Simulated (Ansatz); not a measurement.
## Geometry relaxation, with input and output: TaNH2ClF4 (part 1 of 2)

System: TaNH2ClF4, multiplicity 2.
Method: UKS PBE/def2-SVP (Ansatz 0.2.0).

The input holds or restrains some coordinates. Forces given for the steps count only the free coordinates. It belongs to a series of runs on one base structure; here: pulled along the bonds that form and break, towards end B. Figures and captions count atoms from 1; the log counts them from 0 in places.

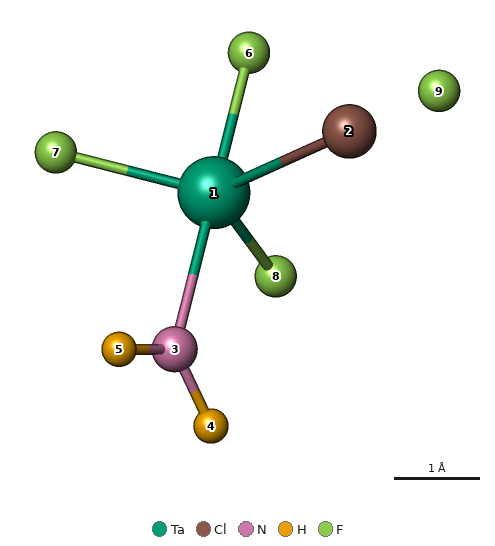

**Figure 1.** The starting structure (ball-and-stick view, seen at an oblique angle; atoms are numbered from 1 in the order of the input). Sticks mark near contacts. Bond lengths as drawn: Cl–Ta 2.72 Å, F–Ta 1.93 Å, H–N 1.06 Å and N–Ta 2.16 Å.

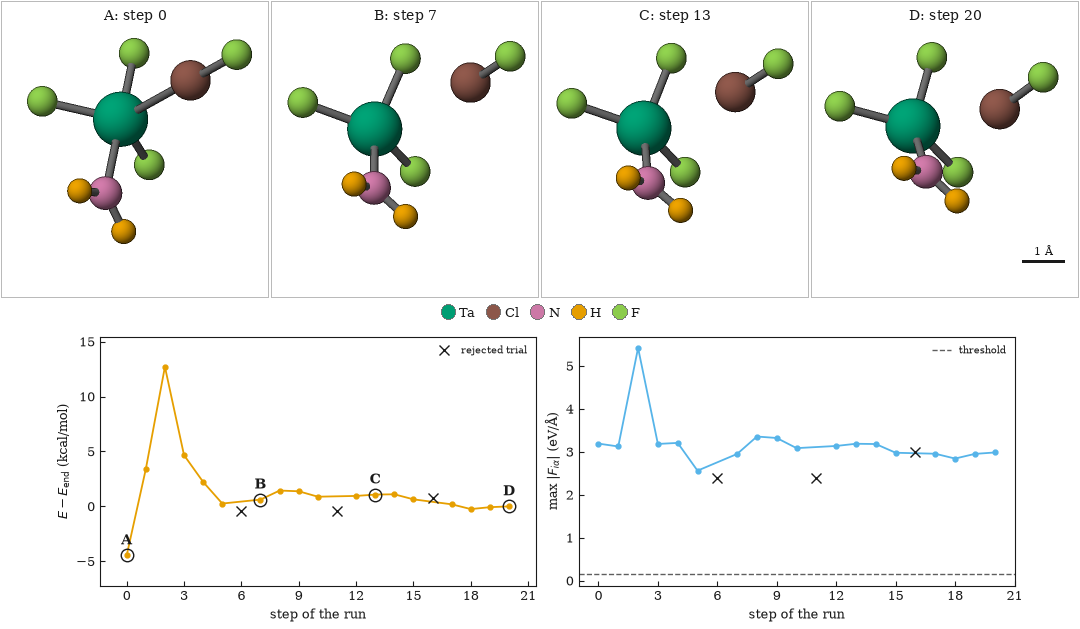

**Figure 2.** Frames of the restrained relaxation (ball-and-stick view, seen at a tilt) above the curves, on which the letters mark them (the first geometry is step 0 here and step 1 in the log).

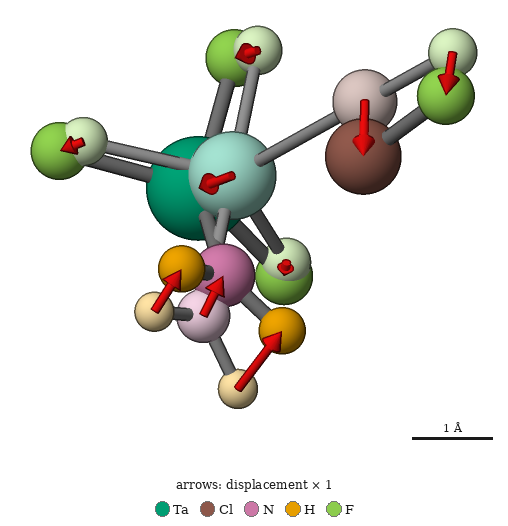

**Figure 3.** Start (faint) and end (solid) with the displacements as red arrows, at true length (ball-and-stick view, seen at a tilt). The two geometries are laid on each other by the best rigid fit. The largest move after the best rigid fit is that of H4, 0.99 Å. Largest moves by element: H 0.99 Å, Cl 0.88 Å, Ta 0.69 Å, F 0.59 Å, N 0.57 Å. Among the contacts that change: Ta1–Cl2 2.720 → 3.667 Å, Cl2–F9 1.800 → 1.602 Å, Ta1–N3 2.160 → 2.016 Å, Ta1–F7 1.930 → 1.884 Å. Bonds break: Ta1–Cl2 (2.72 → 3.67 Å). Among the angles that change: N3–Ta1–F6 180.0° → 142.6°, F7–Ta1–F8 120.0° → 146.6°, H4–N3–H5 120.0° → 109.2°. After 20 geometry steps the energy has risen by 4.46 kcal/mol. The largest force component goes from 3.2 to 3 eV/Å. The line search rejected the trial steps at points 6, 11, 16 (counted from 0) and went back. (Atoms are counted from 1 in the order of the input.)

These pictures come from the run below.

### Input file
```yaml
crystal:
  periodic: [false, false, false]
  atoms:
    - { symbol: Ta, position_ang: [0.0, 0.0, 0.0] }
    - { symbol: Cl, position_ang: [2.72, 0.0, 0.0] }
    - { symbol: "N", position_ang: [0.0, 0.0, 2.16] }
    - { symbol: H, position_ang: [-0.2456, -0.8845, 2.69] }
    - { symbol: H, position_ang: [0.2456, 0.8845, 2.69] }
    - { symbol: F, position_ang: [0.0, 0.0, -1.93] }
    - { symbol: F, position_ang: [-0.965, 1.6714, 0.0] }
    - { symbol: F, position_ang: [-0.965, -1.6714, 0.0] }
    - { symbol: F, position_ang: [4.52, 0.0, 0.0] }
magnetization:
  spin_polarized: true
  initial_magnetization: 1
basis:
  gaussian: { orbitals: def2-SVP }
hamiltonian:
  xc: pbe
relax:
  f_tol: 0.15
  max_steps: 25
  restrain:
    - { distance: [1, 8], at: 1.5, k: 30.0 }
    - { distance: [0, 1], at: 3.67, k: 30.0 }
```

Launched with:
```bash
ansatz run input.yaml --threads 4 --pin off --max-ram 5120MiB --backend cpu --events-out ev --progress --plain --runs-dir out
```

### What the program printed
```
The last accepted step is kept in [file] (removed where the run ends without a failure and the disk answers)
Engine: ansatz 0.2.0, aarch64-unknown-linux-gnu
Functional definition: PBE
  parameter kappa = 0.804
  parameter beta = 0.06672455060314922
  exchange = pbe_x(kappa = kappa, mu = beta*pi^2/3)
  correlation = pbe_c(beta = beta)
1379 factors; their error is unknown
mean field evaluation 1: about -26420.5891 eV, gradient 6.6e1 eV
mean field evaluation 2: about -25893.2739 eV, gradient 2.5e2 eV
mean field evaluation 4: about -26432.3735 eV, gradient 3.5e1 eV
mean field evaluation 8: about -26438.4310 eV, gradient 2.8e0 eV
mean field evaluation 16: about -26438.3862 eV, gradient 1.8e-2 eV
mean field evaluation 32: about -26437.2555 eV, gradient 2.7e0 eV
mean field -26438.38621725 eV, -971.5927729022 hartree, gradient 5.4e-5 eV, S^2 0.755259; 3 other end points of the search recorded, 0 dependent functions left out
the calculation of the forces begins
reference -26438.38628090 eV, -971.5927752412 hartree; 38, 37 occupied and 92, 93 virtual orbitals, 1379 factors
relax step   1: F+E_penalty+E_count = -26438.38621725 eV  Δ(F+E_penalty+E_count) = +0.000e0 eV  max|allowed force component| = 3.192e0 eV/Å  E_restraint = 14.88750000 eV  max|allowed force component, restraints' pulls added| = 3.431e1 eV/Å  Δτ_max = 0.0000 Å  (92 SCF iters, accepted)
  distance Cl 1 - F 8 = 1.8000 Å
  distance Ta 0 - Cl 1 = 2.7200 Å
these checks for a lower state are left out or cut short: starts, cluster_reference, orbital_swaps, neighbouring_geometries, increment
1379 factors; their error is unknown
mean field -26438.04587641 eV, -971.5802656071 hartree, gradient 1.7e-5 eV, S^2 0.753805; 0 other end points of the search recorded, 0 dependent functions left out
[... from here on the field's lines of each further geometry are left out, up to the last ...]
relax step   2: F+E_penalty+E_count = -26438.04587641 eV  Δ(F+E_penalty+E_count) = +3.403e-1 eV  max|allowed force component| = 3.125e0 eV/Å  E_restraint = 5.52819739 eV  max|allowed force component, restraints' pulls added| = 1.934e1 eV/Å  Δτ_max = 0.1949 Å  (48 SCF iters, accepted)
relax step   3: F+E_penalty+E_count = -26437.64168107 eV  Δ(F+E_penalty+E_count) = +4.042e-1 eV  max|allowed force component| = 5.419e0 eV/Å  E_restraint = 0.64781111 eV  max|allowed force component, restraints' pulls added| = 4.438e0 eV/Å  Δτ_max = 0.1949 Å  (47 SCF iters, accepted)
relax step   4: F+E_penalty+E_count = -26437.99050275 eV  Δ(F+E_penalty+E_count) = -3.488e-1 eV  max|allowed force component| = 3.184e0 eV/Å  E_restraint = 0.15676508 eV  max|allowed force component, restraints' pulls added| = 2.034e0 eV/Å  Δτ_max = 0.1950 Å  (39 SCF iters, accepted)
relax step   5: F+E_penalty+E_count = -26438.09620809 eV  Δ(F+E_penalty+E_count) = -1.057e-1 eV  max|allowed force component| = 3.208e0 eV/Å  E_restraint = 0.15530789 eV  max|allowed force component, restraints' pulls added| = 9.329e-1 eV/Å  Δτ_max = 0.1778 Å  (41 SCF iters, accepted)
relax step   6: F+E_penalty+E_count = -26438.18148002 eV  Δ(F+E_penalty+E_count) = -8.527e-2 eV  max|allowed force component| = 2.562e0 eV/Å  E_restraint = 0.23033739 eV  max|allowed force component, restraints' pulls added| = 1.389e0 eV/Å  Δτ_max = 0.1928 Å  (42 SCF iters, accepted)
relax step   7: F+E_penalty+E_count = -26438.20915485 eV  Δ(F+E_penalty+E_count) = -2.767e-2 eV  max|allowed force component| = 2.384e0 eV/Å  E_restraint = 0.26182409 eV  max|allowed force component, restraints' pulls added| = 1.875e0 eV/Å  Δτ_max = 0.1949 Å  (41 SCF iters, rejected (line search))
relax step   8: F+E_penalty+E_count = -26438.16587891 eV  Δ(F+E_penalty+E_count) = +1.560e-2 eV  max|allowed force component| = 2.951e0 eV/Å  E_restraint = 0.18713979 eV  max|allowed force component, restraints' pulls added| = 6.590e-1 eV/Å  Δτ_max = 0.0793 Å  (38 SCF iters, accepted)
relax step   9: F+E_penalty+E_count = -26438.13022626 eV  Δ(F+E_penalty+E_count) = +3.565e-2 eV  max|allowed force component| = 3.357e0 eV/Å  E_restraint = 0.14632096 eV  max|allowed force component, restraints' pulls added| = 2.649e-1 eV/Å  Δτ_max = 0.0840 Å  (37 SCF iters, accepted)
relax step  10: F+E_penalty+E_count = -26438.13302876 eV  Δ(F+E_penalty+E_count) = -2.803e-3 eV  max|allowed force component| = 3.322e0 eV/Å  E_restraint = 0.14764535 eV  max|allowed force component, restraints' pulls added| = 2.196e-1 eV/Å  Δτ_max = 0.0287 Å  (37 SCF iters, accepted)
relax step  11: F+E_penalty+E_count = -26438.15447436 eV  Δ(F+E_penalty+E_count) = -2.145e-2 eV  max|allowed force component| = 3.086e0 eV/Å  E_restraint = 0.16764644 eV  max|allowed force component, restraints' pulls added| = 3.326e-1 eV/Å  Δτ_max = 0.1320 Å  (37 SCF iters, accepted)
relax step  12: F+E_penalty+E_count = -26438.21190625 eV  Δ(F+E_penalty+E_count) = -5.743e-2 eV  max|allowed force component| = 2.399e0 eV/Å  E_restraint = 0.25602298 eV  max|allowed force component, restraints' pulls added| = 1.774e0 eV/Å  Δτ_max = 0.1951 Å  (42 SCF iters, rejected (line search))
relax step  13: F+E_penalty+E_count = -26438.15145445 eV  Δ(F+E_penalty+E_count) = +3.020e-3 eV  max|allowed force component| = 3.137e0 eV/Å  E_restraint = 0.16245555 eV  max|allowed force component, restraints' pulls added| = 2.326e-1 eV/Å  Δτ_max = 0.0236 Å  (35 SCF iters, accepted)
relax step  14: F+E_penalty+E_count = -26438.14611986 eV  Δ(F+E_penalty+E_count) = +5.335e-3 eV  max|allowed force component| = 3.188e0 eV/Å  E_restraint = 0.15213910 eV  max|allowed force component, restraints' pulls added| = 7.797e-2 eV/Å  Δτ_max = 0.0992 Å  (37 SCF iters, accepted)
relax step  15: F+E_penalty+E_count = -26438.14494399 eV  Δ(F+E_penalty+E_count) = +1.176e-3 eV  max|allowed force component| = 3.182e0 eV/Å  E_restraint = 0.14149014 eV  max|allowed force component, restraints' pulls added| = 2.297e-1 eV/Å  Δτ_max = 0.1439 Å  (41 SCF iters, accepted)
relax step  16: F+E_penalty+E_count = -26438.16492378 eV  Δ(F+E_penalty+E_count) = -1.998e-2 eV  max|allowed force component| = 2.979e0 eV/Å  E_restraint = 0.14731760 eV  max|allowed force component, restraints' pulls added| = 3.651e-1 eV/Å  Δτ_max = 0.1991 Å  (41 SCF iters, accepted)
relax step  17: F+E_penalty+E_count = -26438.15825745 eV  Δ(F+E_penalty+E_count) = +6.666e-3 eV  max|allowed force component| = 2.993e0 eV/Å  E_restraint = 0.15555998 eV  max|allowed force component, restraints' pulls added| = 5.920e-1 eV/Å  Δτ_max = 0.1936 Å  (37 SCF iters, rejected (line search))
relax step  18: F+E_penalty+E_count = -26438.18453617 eV  Δ(F+E_penalty+E_count) = -1.961e-2 eV  max|allowed force component| = 2.956e0 eV/Å  E_restraint = 0.15450002 eV  max|allowed force component, restraints' pulls added| = 3.278e-1 eV/Å  Δτ_max = 0.0941 Å  (35 SCF iters, accepted)
relax step  19: F+E_penalty+E_count = -26438.20331681 eV  Δ(F+E_penalty+E_count) = -1.878e-2 eV  max|allowed force component| = 2.844e0 eV/Å  E_restraint = 0.16949862 eV  max|allowed force component, restraints' pulls added| = 5.076e-1 eV/Å  Δτ_max = 0.0847 Å  (34 SCF iters, accepted)
relax step  20: F+E_penalty+E_count = -26438.19588862 eV  Δ(F+E_penalty+E_count) = +7.428e-3 eV  max|allowed force component| = 2.952e0 eV/Å  E_restraint = 0.15929645 eV  max|allowed force component, restraints' pulls added| = 1.932e-1 eV/Å  Δτ_max = 0.0371 Å  (34 SCF iters, accepted)
the calculation of the forces begins
reference -26438.19275424 eV, -971.5856632676 hartree; 38, 37 occupied and 92, 93 virtual orbitals, 1379 factors
relax step  21: F+E_penalty+E_count = -26438.19269280 eV  Δ(F+E_penalty+E_count) = +3.196e-3 eV  max|allowed force component| = 2.985e0 eV/Å  E_restraint = 0.15555930 eV  max|allowed force component, restraints' pulls added| = 1.281e-1 eV/Å  Δτ_max = 0.0149 Å  (33 SCF iters, accepted)
  distance Cl 1 - F 8 = 1.6018 Å
  distance Ta 0 - Cl 1 = 3.6674 Å
1379 factors; their error is unknown
mean field evaluation 192: about -26438.2773 eV, gradient 1.5e-1 eV
mean field -26438.19269280 eV, -971.5856610098 hartree, gradient 1.8e-5 eV, S^2 0.751965; 2 other end points of the search recorded, 0 dependent functions left out
the calculation of the forces begins
reference -26438.19275424 eV, -971.5856632676 hartree; 38, 37 occupied and 92, 93 virtual orbitals, 1379 factors
Total energy: -26438.19275424 eV, -971.5856632676 hartree
Atom 0 at    -0.698489     0.020298    -0.058221 Å, force     0.122461    -0.012348     0.006640 eV/Å
Atom 1 at     2.859057    -0.054540     0.829705 Å, force    -2.985331     0.075848     0.563794 eV/Å
Atom 2 at     0.323263     0.019192     1.680243 Å, force     0.024716     0.022964     0.026120 eV/Å
Atom 3 at     0.634805    -0.818004     2.187520 Å, force    -0.018696    -0.019373    -0.015977 eV/Å
Atom 4 at     0.654793     0.856939     2.174631 Å, force    -0.007762    -0.005249    -0.023274 eV/Å
Atom 5 at    -0.468344     0.049760    -1.943145 Å, force    -0.002817    -0.000089     0.026319 eV/Å
Atom 6 at    -1.260948     1.808471     0.133312 Å, force    -0.000709     0.000435     0.002506 eV/Å
Atom 7 at    -1.163168    -1.799874     0.092780 Å, force     0.002788     0.001590     0.000562 eV/Å
Atom 8 at     4.429031    -0.082241     0.513174 Å, force     2.865350    -0.063779    -0.586689 eV/Å
Dipole moment:    -0.146865     0.011236     0.515263 e Å
```

### Trajectory as extended XYZ (Å, eV, eV/Å), 21 frames, from step=1 to step=21
```
9
Properties=species:S:1:pos:R:3:forces:R:3 step=1 energy=-26438.38622
Ta    0.0000    0.0000    0.0000   -0.9927  -0.0964   1.7221
Cl    2.7200    0.0000    0.0000   -3.1919   0.0179   0.0549
N     0.0000    0.0000    2.1600   -0.0238  -0.0952  -2.4573
H    -0.2456   -0.8845    2.6900    0.4951   1.4335  -0.0996
H     0.2456    0.8845    2.6900   -0.4192  -1.4528  -0.0792
F     0.0000    0.0000   -1.9300    0.2076   0.0026   0.8218
F    -0.9650    1.6714    0.0000    1.1195  -1.3304  -0.0320
F    -0.9650   -1.6714    0.0000    1.1061   1.5102   0.1360
F     4.5200    0.0000    0.0000    1.6992   0.0105  -0.0667
9
Properties=species:S:1:pos:R:3:forces:R:3 step=2 energy=-26438.04588
Ta   -0.1943   -0.0004    0.0163    1.1347  -0.0471   1.1456
Cl    2.8914    0.0002    0.0008   -3.1251   0.0001   0.0689
N    -0.0033   -0.0008    2.1364   -0.4449   0.0899  -1.8881
H    -0.2401   -0.8695    2.6873    0.5761   1.1689  -0.1711
H     0.2410    0.8685    2.6863   -0.2763  -1.3254  -0.2149
F    -0.0011    0.0000   -1.9175    0.1315   0.0282   0.9808
F    -0.9695    1.6790   -0.0004   -0.1643   0.7158  -0.0090
F    -0.9701   -1.6771    0.0018   -0.2296  -0.6379   0.1380
F     4.5560    0.0001   -0.0009    2.3978   0.0075  -0.0503
9
Properties=species:S:1:pos:R:3:forces:R:3 step=3 energy=-26437.64168
Ta   -0.3875   -0.0013    0.0416    1.6166   0.0649   0.3981
Cl    3.0803   -0.0002   -0.0030   -5.4192  -0.0085   0.0419
N    -0.0365    0.0063    2.0938   -0.5503   0.0893  -1.0523
H    -0.2174   -0.8456    2.6766    0.4489   0.7379  -0.3012
H     0.2395    0.8362    2.6731   -0.1542  -0.8888  -0.3663
F     0.0019    0.0019   -1.8785   -0.0469   0.0284   1.1993
F    -0.9979    1.7314    0.0003   -0.4830   1.3512  -0.0126
F    -1.0023   -1.7290    0.0076   -0.5738  -1.3821   0.1137
F     4.6299    0.0003   -0.0014    5.1618   0.0077  -0.0205
```
